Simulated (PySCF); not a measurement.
## Electronic structure of C2H9OPSi2 in real space

Input

```
{"job": {"kind": "nmr", "xc": "PBE0", "basis": "pcSseg-1"}, "charge": 0, "multiplicity": 1}
O      2.362889    -0.801428    -1.214479
Si     1.331583    -0.634500     0.031606
C     -0.389368    -1.041473    -0.685629
C     -1.490379    -0.299499     0.067739
Si    -1.015430     1.537137     0.338454
P      1.197297     1.510398     0.695986
H      3.220464    -0.384636    -1.210400
H      1.722505    -1.518266     1.136432
H     -0.577346    -2.115391    -0.672854
H     -0.395762    -0.736297    -1.733632
H     -1.637503    -0.774161     1.040914
H     -2.438261    -0.384991    -0.465729
H     -1.739915     2.103485     1.479503
H     -1.264875     2.328103    -0.871333
H      1.109687     1.219509     2.041510
```

Launched as:

```sh
OMP_NUM_THREADS=1 python probes_run.py task.json out
```

Geometry: GFN2-xTB.

Computed with PBE0/pcSseg-1, SCF density, gas phase, non-relativistic in PySCF.

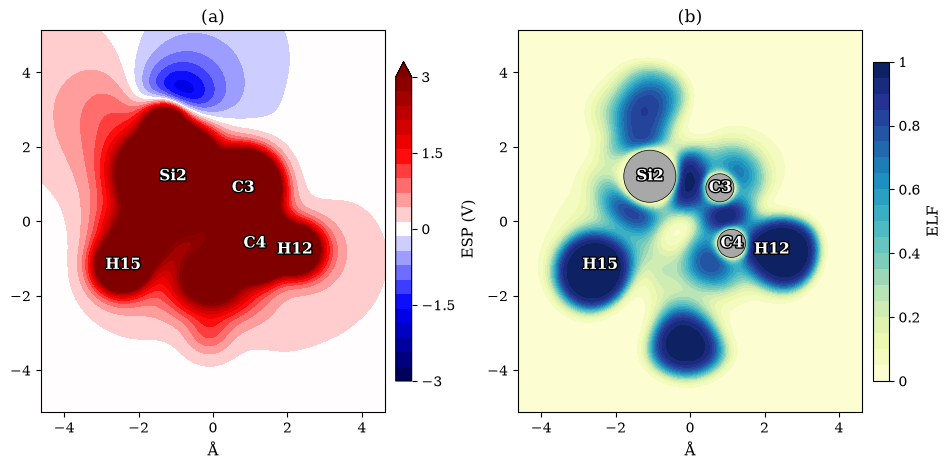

Figure 1. (a) molecular electrostatic potential; (b) electron localisation function on the plane of atoms Si2, C3 and C4. Grey discs cover the atomic cores in the ELF map.

Question: What does the map show?

Answer:
- The section cuts through Si, C and H sites.
- C–C (1.53 Å): the ELF peaks at about 0.95 between the atoms, as expected for a shared electron pair.
- C–Si (1.91 Å): the ELF peaks at about 0.95 between the atoms: a covalent bond.
- C–H (1.09 Å): the ELF climbs to about 1 towards the hydrogen, as it does in any bond to H (a covalent bond by its length).
- The ELF also peaks beside O1, away from the bonds: lone-pair regions.
- Outside the dense part of the molecule the potential is most negative (−1.7 V) near O1, which lies off the plane.

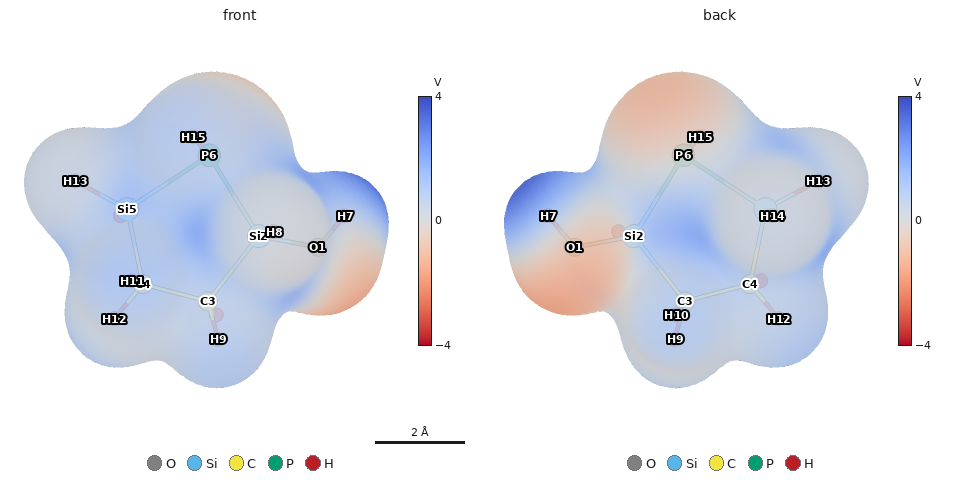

Figure 2. The molecular electrostatic potential painted on the density surface at 0.004 e/bohr³, seen from the front and from behind; red is negative and blue positive.

Question: Where is the surface potential most negative and most positive?

Answer: The most negative region (about −1.6 V) lies over O1, the most positive (about +3.2 V) over H7. O1 is the likeliest acceptor of a hydrogen bond.
